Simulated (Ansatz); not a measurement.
# From SiHF3 to SiHCl3: predicting a member

On one Si centre that keeps H, n of the F ligands are replaced by Cl. The atomisation energy (no zero-point term) y in kJ/mol at CCSD(T)/CBS estimate. Shapes, held fixed at every level: PBE0-D4/def2-TZVP. Programs: Ansatz 0.2.0.

| molecule | n | y (kJ/mol) |
| --- | --- | --- |
| SiHF3 | 0 | 2145 |
| SiHClF2 | 1 | 1946 |
| SiHCl2F | 2 | ? |
| SiHCl3 | 3 | 1561 |

Task: Fit y = c + s·n to the known rows and predict SiHCl2F.

Result: 
1. Means of the 3 rows: n = 1.33333, y = 1884.0.
2. Σ(Δn)² = 4.6667, Σ(Δn·Δy) = -907, so the slope is -907/4.6667 = -194.36.
3. Intercept: 1884.0 − (-194.36) × 1.33333 = 2143.1. The largest residual of the fit is 2.7.
4. SiHCl2F: 2143.1 + (-194.36) × 2 = 1754 kJ/mol.

The run gave 1751 kJ/mol, so the prediction is off by +3 kJ/mol, about the scatter of the fit. The steps are nearly additive. The slope is the difference between a Si–Cl and a Si–F bond. Other levels give for SiHCl2F: wB97M-V/def2-TZVPP 1752; wB97X-V/def2-TZVPP 1750; B2PLYP/def2-TZVPP 1708 kJ/mol. Spin-orbit coupling of the free atoms (F 2, Cl 4 kJ/mol each; the atoms kept shift only the intercept) is left out. The CBS estimate extrapolates MP2 from def2-TZVPP and def2-QZVPP and adds CCSD(T) − MP2 in the triple-zeta set, cores frozen.

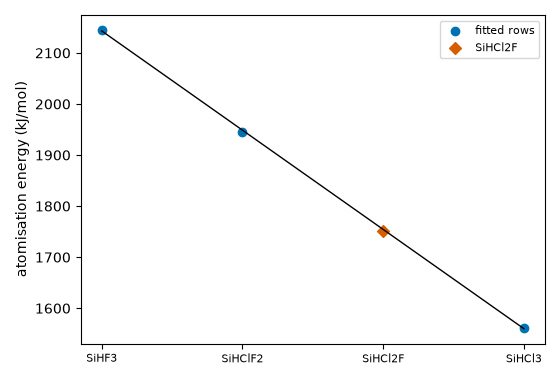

The fitted line, with the withheld member.
